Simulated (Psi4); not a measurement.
# SiBiH5 (SMILES [H][Bi]([H])[SiH3]): a first try and a second

Wanted: the energy of SiBiH5, AQCC/def2-SVP (density fitting, core potential).

The results are computed with Psi4 1.11.

### Step 1. The molecule

SiBiH5: 7 atoms, total charge 0, spin state singlet. SMILES: `[H][Bi]([H])[SiH3]`. The shape comes from GFN2-xTB, which is rough for such elements, and wasn't checked as a minimum.

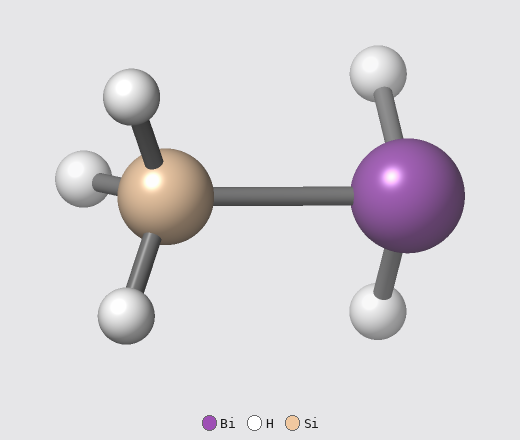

The structure, seen from a chosen angle (bismuth purple, hydrogen white, silicon light orange).

### Step 2. Try one

bih5si.in

```
memory 1.6 GB

molecule molecule1 {
  0 1
  Bi     0.630860     1.148570     1.199360
  H      2.045060     1.031210     0.120120
  H     -0.113720     2.292480     0.050760
  Si    -0.459770    -0.792270    -0.141960
  H     -0.480710    -0.598330    -1.585060
  H     -1.848520    -1.019590     0.263940
  H      0.226800    -2.062070     0.092840
  no_reorient
  no_com
}

set {
  scf_type            disk_df
  num_frozen_docc     9
  s_orthogonalization lowdin
}

E, wfn = energy("aqcc/def2-SVP", return_wfn=True)
```

Run with:

```sh
$ psi4 -n 1 bih5si.in bih5si.out
```

bih5si.out:

```text
Psi4 1.11 release

RuntimeError:
Fatal Error: LOWDIN is not a valid choice

Printing out the relevant lines from the Psithon --> Python processed input file:
      no_com
    ""","molecule1")
    core.IO.set_default_namespace("molecule1")
    core.set_global_option("SCF_TYPE", "disk_df")
    core.set_global_option("NUM_FROZEN_DOCC", 9)
--> core.set_global_option("S_ORTHOGONALIZATION", "lowdin")
    E, wfn = energy("aqcc/def2-SVP", return_wfn=True)

!----------------------------------------------------------------------------------!
!                                                                                  !
! Fatal Error: LOWDIN is not a valid choice                                        !
!                                                                                  !
!----------------------------------------------------------------------------------!

    Psi4 run time: 0:00:00.02
```

Run time: 1.3 s. Hardware: 1 thread of Intel Xeon Platinum 8259CL at 2.50GHz (Skylake/Cascade Lake), shared host; peak memory 0.13 GiB.

### Step 3. Diagnosis

The program refused the input.

The log says `Fatal Error: LOWDIN is not a valid choice`. The fault: an option has a value that the program doesn't accept. To mend it: s orthogonalization at its default in place of lowdin.

### Step 4. The mended input

calc.inp

```
memory 1.6 GB

molecule system {
  0 1
  Bi     0.630860     1.148570     1.199360
  H      2.045060     1.031210     0.120120
  H     -0.113720     2.292480     0.050760
  Si    -0.459770    -0.792270    -0.141960
  H     -0.480710    -0.598330    -1.585060
  H     -1.848520    -1.019590     0.263940
  H      0.226800    -2.062070     0.092840
  no_reorient
  no_com
}

set {
  scf_type        disk_df
  num_frozen_docc 9
}

energy("aqcc/def2-SVP")
```

Run with:

```sh
$ psi4 calc.inp calc.out -n 1
```

calc.out:

```text
[...]
    !!!  WARNING: ECP capability is in beta. Please check occupations closely.  !!!
[...]
  Running in c1 symmetry.
[...]
  Nuclear repulsion =  111.538790053053248
[...]
  Multiplicity = 1
[...]
  Nalpha       = 21
  Nbeta        = 21
[...]
    Number of basis functions: 69
[...]
   @DF-RHF iter   1:  -505.21898980680976   -2.38390e+00   3.48789e-03 DIIS/ADIIS
[...]
   @DF-RHF iter  11:  -505.27126069474821   -2.44427e-12   2.52214e-09 DIIS
[...]
    Orbital Energies [Eh]
    ---------------------
    Doubly Occupied:
       1A    -68.751799     2A     -6.687155     3A     -6.127025
       4A     -4.265868     5A     -4.265110     6A     -4.261256
       7A     -4.236890     8A     -4.236597     9A     -4.236509
      10A     -1.324749    11A     -1.322971    12A     -1.317651
      13A     -1.316491    14A     -1.313204    15A     -0.799919
      16A     -0.695764    17A     -0.489600    18A     -0.488808
      19A     -0.435468    20A     -0.398707    21A     -0.349504
[...]
  @DF-RHF Final Energy:  -505.27126069474821
   => Energetics <=
    Nuclear Repulsion Energy =            111.5387900530532477
    One-Electron Energy =                -998.9780147728563406
    Two-Electron Energy =                 382.1679640250548573
    Total Energy =                       -505.2712606947482072
[...]
 Multipole Moments:
 ------------------------------------------------------------------------------------
     Multipole            Electronic (a.u.)      Nuclear  (a.u.)        Total (a.u.)
 ------------------------------------------------------------------------------------
 L = 1.  Multiply by 2.5417464519 to convert [e a0] to [Debye]
 Dipole X            :        -14.9130992           14.9324458            0.0193466
 Dipole Y            :        -28.2260544           28.2873671            0.0613127
 Dipole Z            :        -45.9895076           46.3747106            0.3852030
 Magnitude           :                                                    0.3905316
[...]
      * SCS-MP2 total energy:                 -505.512985375087
[...]
      * MP2 total energy:                     -505.505238014443
[...]
```

Run time: 6.6 s. Hardware: 1 thread of Intel Xeon Platinum 8259CL at 2.50GHz (Skylake/Cascade Lake), shared host; peak memory 0.35 GiB.

### Step 5. Results

Level: AQCC/def2-SVP (density fitting, core potential).

```
                                   quantity          value
                               total energy  -505.55017 Eh
        HOMO energy (Hartree–Fock orbitals)       -9.51 eV
        LUMO energy (Hartree–Fock orbitals)        2.71 eV
      HOMO–LUMO gap (Hartree–Fock orbitals)       12.22 eV
correlation energy (9 core orbitals frozen)     -278.9 mEh
```
